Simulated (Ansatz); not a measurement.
# BNH6 (SMILES [BH3-][NH3+]) at 6 levels

Aim: a comparison of 6 runs (HF/STO-3G, UHF/STO-3G, CAM-B3LYP/STO-3G, UMP2/STO-3G, CCSDTQ/STO-3G, CCSD(T)/STO-3G) of BNH6. 

The results are computed with Ansatz 0.2.0.

48 further runs of the same task are left out: 2 that didn't finish, 46 set aside as unsound or not needed.

### Step 1. Starting point

BNH6 has 8 atoms, charge 0, and is taken as a singlet. SMILES: `[BH3-][NH3+]`. The H5–B1 distance was set to 2.424 Å, away from the relaxed value. At this shape a bond of the SMILES string is far longer than usual.

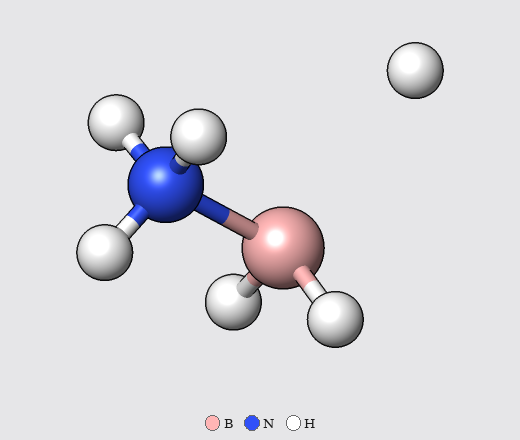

Viewed from a chosen angle; boron pink, nitrogen blue, hydrogen white.

### Step 2. A single-point energy at HF/STO-3G (run 1)

molecule.yaml

```yaml
crystal:
  periodic: [false, false, false]
  atoms:
    - {symbol: B, position_ang: [-0.986986, -0.624985, -0.512405]}
    - {symbol: "N", position_ang: [-0.589186, -1.130885, 0.994695]}
    - {symbol: H, position_ang: [-0.873886, -1.604185, -1.218005]}
    - {symbol: H, position_ang: [-2.128286, -0.226085, -0.424205]}
    - {symbol: H, position_ang: [0.604400, 1.126600, -1.038400]}
    - {symbol: H, position_ang: [-0.654886, -0.368785, 1.661695]}
    - {symbol: H, position_ang: [0.360914, -1.487085, 1.018295]}
    - {symbol: H, position_ang: [-1.209686, -1.872285, 1.303495]}
basis:
  gaussian:
    orbitals: STO-3G
hamiltonian:
  xc: hf
accuracy: high
```

Started as:

```bash
$ ansatz run molecule.yaml --threads 1 --pin off --max-ram 2610MiB --events-out events.jsonl --progress --plain --runs-dir runs
```

The log of the run:

```text
Warning: RAYON_NUM_THREADS=1 ignored (pool sized by the plan → 1); use --threads N
Functional definition: HF
  name "HF"
  exchange = exact_x
  correlation = 0
275 factors; integrals over basis functions are off by at most 1.1e-8 eV
mean field evaluation 1: about -2210.2436 eV, gradient 1.8e1 eV
mean field evaluation 2: about -2210.3112 eV, gradient 1.8e1 eV
mean field evaluation 4: about -2212.9948 eV, gradient 2.2e0 eV
mean field evaluation 8: about -2213.0197 eV, gradient 4.0e-2 eV
mean field -2213.01972450 eV, -81.3269748366 hartree, gradient 2.8e-8 eV, S^2 0.000000; 0 other end points of the search recorded, 0 dependent functions left out
reference -2213.01972450 eV, -81.3269748366 hartree; 9, 9 occupied and 7, 7 virtual orbitals, 275 factors
Total energy: -2213.01972450 eV, -81.3269748366 hartree
```

Wall time 0.08 s (1 thread of Arm Neoverse V1, shared host).

### Step 3. The energy at UHF/STO-3G (run 2)

job.yaml

```yaml
crystal:
  periodic: [false, false, false]
  atoms:
    - {symbol: B, position_ang: [-0.986986, -0.624985, -0.512405]}
    - {symbol: N, position_ang: [-0.589186, -1.130885, 0.994695]}
    - {symbol: H, position_ang: [-0.873886, -1.604185, -1.218005]}
    - {symbol: H, position_ang: [-2.128286, -0.226085, -0.424205]}
    - {symbol: H, position_ang: [0.604400, 1.126600, -1.038400]}
    - {symbol: H, position_ang: [-0.654886, -0.368785, 1.661695]}
    - {symbol: H, position_ang: [0.360914, -1.487085, 1.018295]}
    - {symbol: H, position_ang: [-1.209686, -1.872285, 1.303495]}
basis:
  gaussian:
    orbitals: STO-3G
hamiltonian:
  xc: hf
accuracy: high
magnetization:
  spin_polarized: true
```

Started as:

```bash
$ ansatz run job.yaml --threads 1 --pin off --max-ram 2610MiB --events-out events.jsonl --progress --plain --runs-dir runs
```

The log of the run:

```text
Warning: RAYON_NUM_THREADS=1 ignored (pool sized by the plan → 1); use --threads N
[... 4 set-up lines as earlier in the session ...]
275 factors; integrals over basis functions are off by at most 1.1e-8 eV
mean field evaluation 1: about -2210.2436 eV, gradient 1.3e1 eV
mean field evaluation 2: about -2210.3112 eV, gradient 1.3e1 eV
mean field evaluation 4: about -2212.9948 eV, gradient 1.5e0 eV
mean field evaluation 8: about -2213.0197 eV, gradient 2.8e-2 eV
mean field evaluation 16: about -2213.5712 eV, gradient 3.4e0 eV
mean field evaluation 32: about -2215.0603 eV, gradient 1.2e-4 eV
mean field -2215.13725005 eV, -81.4047924654 hartree, gradient 2.1e-8 eV, S^2 0.863867; 5 other end points of the search recorded, 0 dependent functions left out
reference -2215.13725005 eV, -81.4047924654 hartree; 9, 9 occupied and 7, 7 virtual orbitals, 275 factors
Total energy: -2215.13725005 eV, -81.4047924654 hartree
```

Wall time 0.14 s (1 thread of Arm Neoverse V1, shared host).

Run 3 isn't shown in full; the table further down has it.

### Step 4. A single-point energy at UMP2/STO-3G (run 4)

input.yaml

```yaml
crystal:
  periodic: [false, false, false]
  atoms:
    - {symbol: B, position_ang: [-0.986986, -0.624985, -0.512405]}
    - {symbol: N, position_ang: [-0.589186, -1.130885, 0.994695]}
    - {symbol: H, position_ang: [-0.873886, -1.604185, -1.218005]}
    - {symbol: H, position_ang: [-2.128286, -0.226085, -0.424205]}
    - {symbol: H, position_ang: [0.604400, 1.126600, -1.038400]}
    - {symbol: H, position_ang: [-0.654886, -0.368785, 1.661695]}
    - {symbol: H, position_ang: [0.360914, -1.487085, 1.018295]}
    - {symbol: H, position_ang: [-1.209686, -1.872285, 1.303495]}
basis:
  gaussian: {orbitals: STO-3G}
magnetization: {spin_polarized: true, initial_magnetization: 0}
correlation: {method: mp2, frozen_orbitals: {B: 1, H: 0, "N": 1}}
accuracy: high
```

Started as:

```bash
$ ansatz run input.yaml --threads 1 --pin off --max-ram 2610MiB --events-out events.jsonl --progress --plain --runs-dir runs
```

The log of the run:

```text
Warning: RAYON_NUM_THREADS=1 ignored (pool sized by the plan → 1); use --threads N
[... 4 set-up lines as earlier in the session ...]
275 factors; integrals over basis functions are off by at most 1.1e-8 eV
mean field evaluation 1: about -2210.2436 eV, gradient 1.3e1 eV
mean field evaluation 2: about -2210.3112 eV, gradient 1.3e1 eV
mean field evaluation 4: about -2212.9948 eV, gradient 1.5e0 eV
mean field evaluation 8: about -2213.0197 eV, gradient 2.8e-2 eV
mean field evaluation 16: about -2213.5712 eV, gradient 3.4e0 eV
mean field evaluation 32: about -2215.0603 eV, gradient 1.2e-4 eV
mean field -2215.13725005 eV, -81.4047924654 hartree, gradient 2.1e-8 eV, S^2 0.863867; 5 other end points of the search recorded, 0 dependent functions left out
2 core orbitals not correlated: weight in the atoms' cores, before any rotation towards them, 1.000 or more for the frozen orbitals, at most 0.000 for the correlated occupied ones
reference -2215.13725005 eV, -81.4047924654 hartree; 7, 7 occupied and 7, 7 virtual orbitals, 275 factors
second order -2.40778726 eV of doubles, -0.00000000 eV of singles
Total energy: -2217.54503731 eV, -81.4932770153 hartree
```

It took 0.14 s on 1 thread of Arm Neoverse V1, shared host.

Run 5 isn't shown in full; the table further down has it.

### Step 5. A single-point energy at CCSD(T)/STO-3G (run 6)

Edit job.yaml of step 3 so:

```diff
@@ -4,3 +4,3 @@
     - {symbol: B, position_ang: [-0.986986, -0.624985, -0.512405]}
-    - {symbol: N, position_ang: [-0.589186, -1.130885, 0.994695]}
+    - {symbol: "N", position_ang: [-0.589186, -1.130885, 0.994695]}
     - {symbol: H, position_ang: [-0.873886, -1.604185, -1.218005]}
@@ -14,6 +14,8 @@
     orbitals: STO-3G
-hamiltonian:
-  xc: hf
+total_charge: 0
+correlation:
+  method: ccsd_t
+  frozen_orbitals: {B: 1, H: 0, "N": 1}
 accuracy: high
-magnetization:
-  spin_polarized: true
+scf:
+  omitted_lower_state_checks: [cluster_reference, increment]
```

Started as:

```bash
$ ansatz run job.yaml --threads 1 --pin off --max-ram 2610MiB --events-out events.jsonl --progress --plain --runs-dir runs
```

The log of the run:

```text
Warning: RAYON_NUM_THREADS=1 ignored (pool sized by the plan → 1); use --threads N
[... 4 set-up lines as earlier in the session ...]
these checks for a lower state are left out or cut short: cluster_reference, increment
275 factors; integrals over basis functions are off by at most 1.1e-8 eV
mean field evaluation 1: about -2210.2436 eV, gradient 1.8e1 eV
mean field evaluation 2: about -2210.3112 eV, gradient 1.8e1 eV
mean field evaluation 4: about -2212.9948 eV, gradient 2.2e0 eV
mean field evaluation 8: about -2213.0197 eV, gradient 4.0e-2 eV
mean field -2213.01972450 eV, -81.3269748366 hartree, gradient 2.8e-8 eV, S^2 0.000000; 0 other end points of the search recorded, 0 dependent functions left out; unrestricted orbitals would lower it
2 core orbitals not correlated: weight in the atoms' cores, before any rotation towards them, 1.000 or more for the frozen orbitals, at most 0.000 for the correlated occupied ones
reference -2213.01972450 eV, -81.3269748366 hartree; 7, 7 occupied and 7, 7 virtual orbitals, 275 factors
second order -3.94591271 eV of doubles, -0.00000000 eV of singles
cycle   1  -4.41261147 eV  change    -1.2e0 eV  update   1.3e-1
cycle   2  -4.99118887 eV  change   -5.8e-1 eV  update   8.9e-2
cycle   3  -5.31571401 eV  change   -3.2e-1 eV  update   6.0e-2
cycle   4  -5.89483775 eV  change   -5.8e-1 eV  update   4.1e-2
cycle   5  -5.82475406 eV  change    7.0e-2 eV  update   4.6e-3
cycle   6  -5.84458059 eV  change   -2.0e-2 eV  update   3.4e-3
cycle   7  -5.85364053 eV  change   -9.1e-3 eV  update   1.2e-3
cycle   8  -5.85198620 eV  change    1.7e-3 eV  update   3.4e-4
cycle   9  -5.85157459 eV  change    4.1e-4 eV  update   8.7e-5
cycle  10  -5.85165715 eV  change   -8.3e-5 eV  update   1.3e-5
cycle  11  -5.85166323 eV  change   -6.1e-6 eV  update   3.5e-6
cycle  12  -5.85165405 eV  change    9.2e-6 eV  update   1.4e-6
cycle  13  -5.85165331 eV  change    7.4e-7 eV  update   3.8e-7
cycle  14  -5.85165424 eV  change   -9.3e-7 eV  update   1.4e-7
cycle  15  -5.85165468 eV  change   -4.4e-7 eV  update   9.6e-8
cycle  16  -5.85165547 eV  change   -7.9e-7 eV  update   9.4e-8
cycle  17  -5.85165444 eV  change    1.0e-6 eV  update   2.1e-7
cycle  18  -5.85165347 eV  change    9.8e-7 eV  update   1.0e-7
cycle  19  -5.85165339 eV  change    7.4e-8 eV  update   1.4e-8
cycle  20  -5.85165332 eV  change    6.7e-8 eV  update   5.9e-9
cycle  21  -5.85165333 eV  change   -1.0e-8 eV  update   1.7e-9
cycle  22  -5.85165334 eV  change   -2.3e-9 eV  update  5.7e-10
cycle  23  -5.85165334 eV  change   -3.3e-9 eV  update  3.3e-10
cycle  24  -5.85165334 eV  change  -5.1e-10 eV  update  6.7e-11
perturbative correction -0.09071188 eV, -0.0033336001 hartree
WARN: these amplitudes may be one of several solutions (largest doubles amplitude 0.48, level shift 4.89 eV)
Total energy: -2218.96208972 eV, -81.5453527306 hartree
Checks for a lower state left out: cluster_reference, increment
```

Run time: 0.14 s. Hardware: 1 thread of Arm Neoverse V1, shared host.

### Step 6. Overview of the runs

| run | level | frozen core orbitals | energy (Eh) | wall time |
| --- | --- | --- | --- | --- |
| 1 | HF/STO-3G | – | -81.326975 | 0.08 s |
| 2 | UHF/STO-3G | – | -81.404792 | 0.14 s |
| 3 | CAM-B3LYP/STO-3G | – | -81.883907 | 1.2 s |
| 4 | UMP2/STO-3G | 2 | -81.493277 | 0.14 s |
| 5 | CCSDTQ/STO-3G | 2 | -81.545084 | 7.8 s |
| 6 | CCSD(T)/STO-3G | 2 | -81.545353 | 0.14 s |

### Step 7. What came out

| quantity | value |
| --- | --- |
| run 6: total energy | -81.54535 Eh |
| run 6: correlation energy (2 core orbitals frozen) | -218.4 mEh |
| run 6: (T) correction | -3.33 mEh |
| run 6: T1 diagnostic | 0.039 |

**Reading.** Below the UHF energy at the same shape and in the same basis (STO-3G): UMP2 -88.5 mEh; CCSDTQ -140.3 mEh; CCSD(T) -140.6 mEh. Some of these start from another determinant than that one, so these aren't their correlation energies. In run 6 the T1 diagnostic is large, so a single reference may not serve. In runs 5, 6 the log says that unrestricted orbitals would lower the reference, so the values rest on an unstable closed-shell determinant (other closed-shell runs at this shape may share the fault). In runs 1, 2, 3, 4, 5, 6 the basis is minimal, so the values are rough. Spin contamination of the reference: run 2 ⟨S²⟩ = 0.86, run 4 ⟨S²⟩ = 0.86. Where it is this large, the reference is a mixture of spin states, and values that rest on it are in doubt. All runs together took 9.6 s, the longest 7.8 s.
